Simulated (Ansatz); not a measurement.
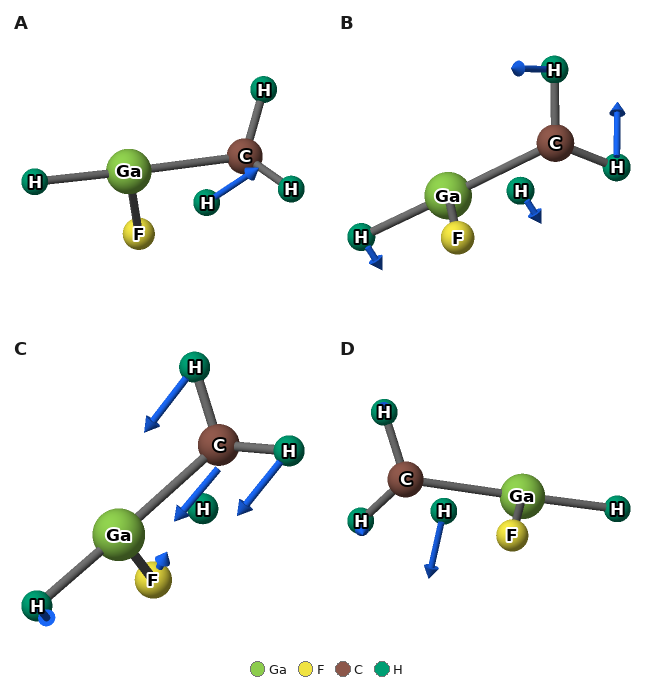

4 normal modes of one molecule or complex, as arrows. Harmonic vibrations computed with RKS PBE0-D4/def2-SVP (Ansatz 0.2.0) at a stationary point of the same level. It is a saddle point of order 1.

Match the panels to the wavenumbers 1072i cm⁻¹, 208 cm⁻¹, 724 cm⁻¹, 1361 cm⁻¹.

Answer. A: 1072i cm⁻¹
B: 208 cm⁻¹
C: 724 cm⁻¹
D: 1361 cm⁻¹
